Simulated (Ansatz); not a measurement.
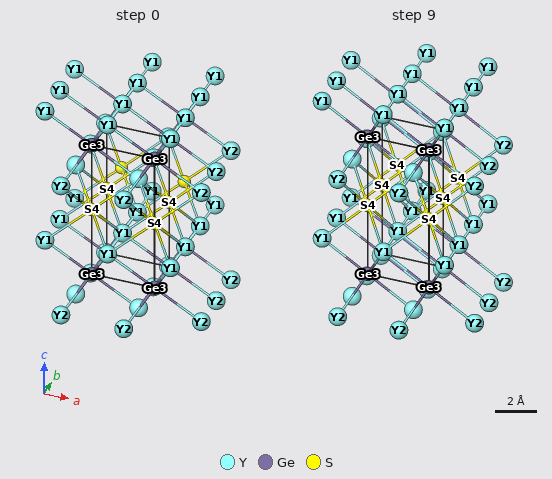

The structure of a crystal of Y2GeS (a generated structure, set up in P-3m1) before (left) and after (right) a relaxation, at one scale.

The picture is a ball-and-stick view of the cell of the calculation, repeated 1 × 2 × 1 with one cell outlined, seen slightly off an axis.

Method: Ansatz 0.2.0, DFT PBE, scalar-relativistic, plane waves, PAW.

The input:
```yaml
crystal:
  lattice:
    - [4.0682632107, 0.0, 0.0]
    - [-2.0341316053, 3.5232192897, 0.0]
    - [0.0, 0.0, 6.5938899767]
  atoms:
    - { symbol: "Y", position: [0.3333333333, 0.6666666667, 0.2446250386] }
    - { symbol: "Y", position: [0.6666666667, 0.3333333333, 0.7553749614] }
    - { symbol: Ge, position: [0.0, 0.0, 0.0] }
    - { symbol: S, position: [0.0, 0.0, 0.5] }
basis:
  ecutwfc: 420
kpoints:
  mp_grid: { grid: [12, 12, 8] }
hamiltonian:
  xc: pbe
scf:
  occupations: { method: gaussian, width: 0.1 }
output:
  forces: true
  stress: true
  eigenvalues: true
relax:
  adjacent_minimum: "off"
  f_tol: 0.01
  max_steps: 80
  cell: { stress_tol: 0.05 }
```

Command:
```bash
ansatz run input.yaml --threads 1 --pin off --max-ram 2048MiB --backend cpu --events-out ev --progress --plain --runs-dir out
```

> What changed between the two?

Over 6 accepted moves (9 points after the start) the energy falls by 18.8 meV per cell of the calculation. The largest force component goes from 0.016 to 0.0016 eV/Å. Pressure: 0.16 GPa at the start and 0.02 GPa at the end. The line search rejected the trial steps at points 5, 7 of the run. The SCF was repeated once at an unchanged geometry on a basis and grid sized afresh for the cell, which shifted the energy by 0.2 meV per cell of the calculation at most. No atom moves by more than 0.005 Å relative to the cell. The drawn cell changes as follows: a = b 4.068 → 3.965 Å (−2.5 %), c 6.594 → 7.008 Å (+6.3 %); the volume changes by +1.0 %. Near-neighbour distances that change, for instance: Y1–S4 2.890 → 2.906 Å, Y1–Ge3 2.849 → 2.860 Å. Bond angles that change, for instance: Ge3–Y1–S4 70.1° → 74.8°, Y1–S4–Y1 89.5° → 86.0°, S4–Y1–S4 89.5° → 86.0°. The space group stays P-3m1 (No. 164). The run took 3.3 min on 1 thread of Arm Neoverse V1 (shared host), peak memory 0.56 GiB.
